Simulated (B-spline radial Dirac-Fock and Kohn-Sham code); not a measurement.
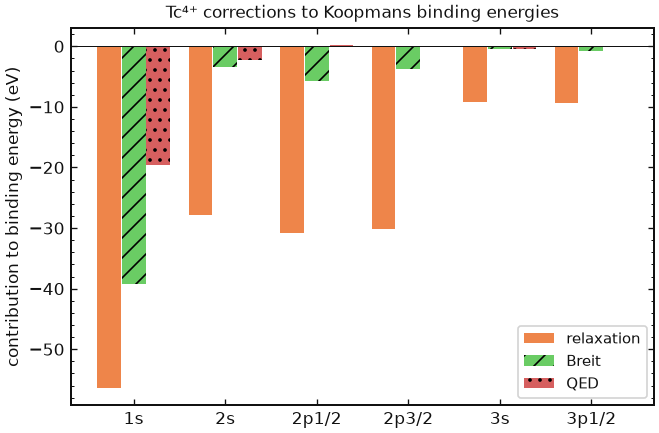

Bars give the relaxation, Breit and QED contributions (eV) to the binding energies of the deepest subshells, counted from the Koopmans value. The figure is for Tc⁴⁺, configuration [Kr] 4d3, inside a Watson sphere of charge −4 and radius 3 Å that stands in for a crystal. Level of theory: Dirac–Fock ΔSCF (average of configuration, Fermi nucleus, Breit and QED terms, no correlation); calculated with a B-spline radial code. Open shells are averaged over j.

Q: How does the QED term of 2p1/2 compare with that of 1s?

A: 0.22 eV against −19.6 eV; the QED terms are weighted to the region near the nucleus, where s electrons have the most density. Its sign is opposite here.

Q: Which correction is largest for 1s?

A: Relaxation, −56.5 eV.
